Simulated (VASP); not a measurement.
Band structure of BaS (rock salt). Computed with MS2 meta-GGA, VASP's PBE PAW potentials (set 64) (plane waves; VASP).

Unless said otherwise, spin-orbit coupling is left out, though it shifts the bands of the heavy elements here.

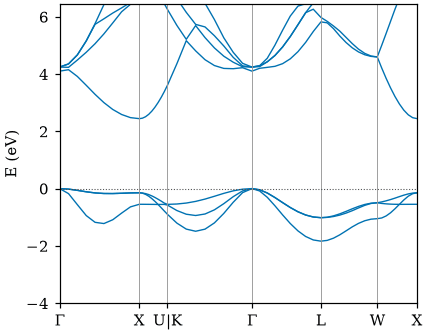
Figure: Bands along high-symmetry lines, zero at the valence-band maximum or, without a gap, the Fermi level

**Question.** Read the plot: is there a gap, and where are the band edges?

**Answer.** The gap is indirect, 2.44 eV, from the valence maximum at Γ to the conduction minimum at X.

The compound is BaS in the rock salt structure. It was relaxed first.
